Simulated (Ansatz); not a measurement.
A series of calculations on Si2H5F and related structures

## 1. Relaxation

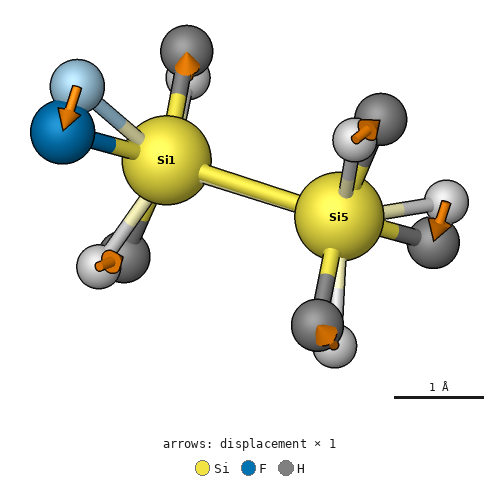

A relaxation of Si₂H₅F. The starting structure is drawn faded, the final one solid; orange arrows show the displacements, at their true length. The two geometries are superimposed by the best rigid fit.

The picture is a ball-and-stick view, seen at a tilt.

It is one of the separated products of a reaction.

All numbers below come from RKS PBE0-D4/def2-TZVP (Ansatz). (force threshold 0.005 eV/Å; at most 200 steps)

Q: Describe the change and its energy.

A: After 10 accepted moves (11 points after the start) the energy has fallen by 0.167 eV. Largest force component: 1.9 eV/Å at the start, 0.0041 eV/Å at the end. The line search rejected the trial step at point 5 of the run. The atom that moves furthest after the best rigid fit is the F atom (0.54 Å). By element the largest moves are F 0.54 Å, H 0.50 Å, Si 0.07 Å. Some distances before and after: F–Si 1.688 → 1.607 Å, Si–Si 2.333 → 2.342 Å, H–Si 1.481 → 1.486 Å. Among the angles between lasting bonds that change: F–Si–H 99.3° → 107.7°, H–Si–Si 114.8° → 111.4°, H–Si–H 111.6° → 109.3°. Groups turn about Si–Si by about 40°. The run took 16 s on 4 threads of Arm Neoverse V1 (shared host).

## 2. Relaxation

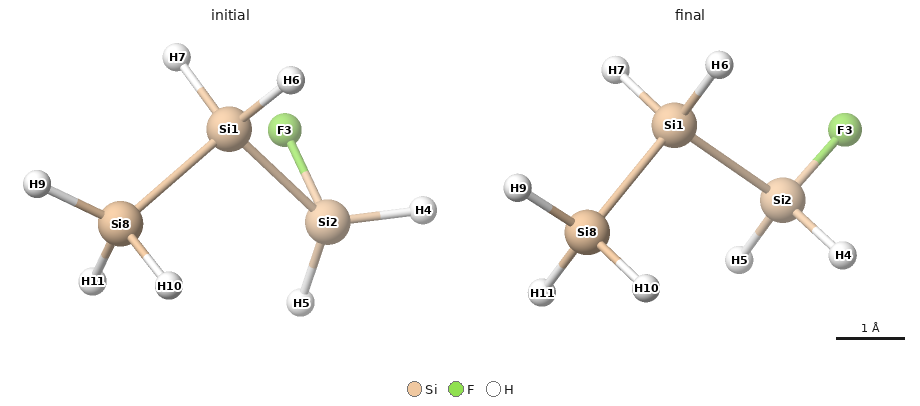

The structure of Si3H7F (started from a transition state, displaced along its imaginary mode) before (left) and after (right) a relaxation, at one scale.

Style: ball-and-stick. Shown at a tilt.

Method: RKS PBE0-D4/def2-TZVP (Ansatz).

Input
```yaml
crystal:
  periodic: [false, false, false]
  atoms:
    - {symbol: Si, position_ang: [-0.894303, 0.108827, -0.273381]}
    - {symbol: Si, position_ang: [0.771481, 1.622978, -0.398987]}
    - {symbol: F, position_ang: [-0.053192, 1.125105, -1.842324]}
    - {symbol: H, position_ang: [0.717998, 3.061023, -0.574874]}
    - {symbol: H, position_ang: [2.221733, 1.267326, -0.653181]}
    - {symbol: H, position_ang: [-1.974840, 0.947011, 0.324014]}
    - {symbol: H, position_ang: [-1.514674, -0.554528, -1.470339]}
    - {symbol: Si, position_ang: [-0.044419, -1.641955, 1.031015]}
    - {symbol: H, position_ang: [-0.832330, -2.917554, 1.187112]}
    - {symbol: H, position_ang: [0.336341, -1.058913, 2.363228]}
    - {symbol: H, position_ang: [1.266205, -1.959221, 0.307619]}
basis:
  gaussian: {orbitals: def2-TZVP}
hamiltonian: {xc: pbe0, dispersion: d4}
relax: {f_tol: 0.005, max_steps: 200}
```

Launched with:
```bash
ansatz run in.yaml --threads 4 --pin off --events-out ev --progress --plain --max-ram 9574MiB
```

Question: What changed between the two?

Answer: The largest move after the best rigid fit is that of F3, 1.51 Å. By element the largest moves are F 1.51 Å, H 1.20 Å, Si 0.48 Å. Among the contacts that change: Si1–F3 2.050 → 3.277 Å, Si2–F3 1.735 → 1.606 Å, Si1–Si2 2.255 → 2.339 Å, Si8–H11 1.530 → 1.487 Å. Bond angles that change, for instance: Si1–Si2–F3 60.2° → 111.0°, Si1–Si2–H4 130.2° → 110.7°, Si2–Si1–H7 123.9° → 109.9°. Over 24 accepted moves (26 points after the start) the energy falls by 48.8 kcal/mol. The largest force component goes from 1.5 to 0.0026 eV/Å. The line search rejected the trial steps at points 7, 16 of the run. The forces were under the threshold at step 21, but the run went on from there.

## 3. Reaction

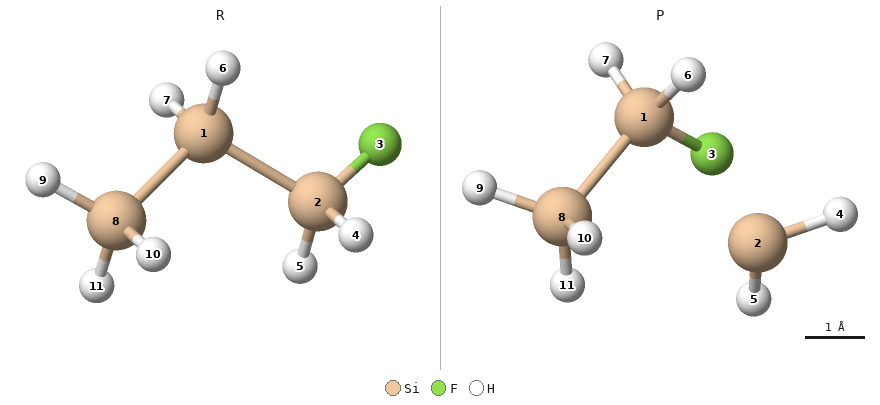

Reactant (R) and product (P) of one elementary step of Si$_{3}$H$_{7}$F. A ball-and-stick model, seen at a tilt.

Stationary points at PBE0-D4/def2-TZVP, single-point energies with CCSD(T)/CBS (def2-TZVPP where no basis is named; Ansatz 0.2.0). The energies are electronic, without zero-point or thermal terms, and both ends are the minima reached downhill from the saddle, with any fragments still in contact. CCSD(T)/CBS stands for a frozen-core estimate: MP2 correlation extrapolated from def2-TZVPP and def2-QZVPP, CCSD(T) minus MP2 from the smaller set.

**What is the transition state like, and how high is the barrier?**

Counted by bonded pieces, R holds Si₃H₇F and P holds SiH₂ + Si₂H₅F. From R over the saddle to P, a bond forms: Si1–F3 (3.28 → 1.81 → 1.69 Å). Bonds break: Si1–Si2 (2.34 → 2.55 → 2.89 Å), Si2–F3 (1.61 → 1.88 → 2.05 Å). The saddle has one imaginary mode, 198i cm⁻¹. With CCSD(T)/CBS the barrier is 226.4 kJ/mol from R and 12.0 kJ/mol from P, and P lies 214.4 kJ/mol above R.

The saddle point in the same view, with dashed sticks for the bonds that form or break:

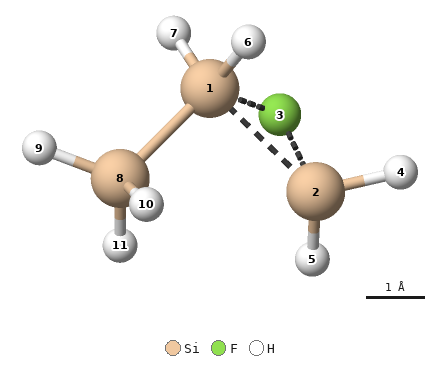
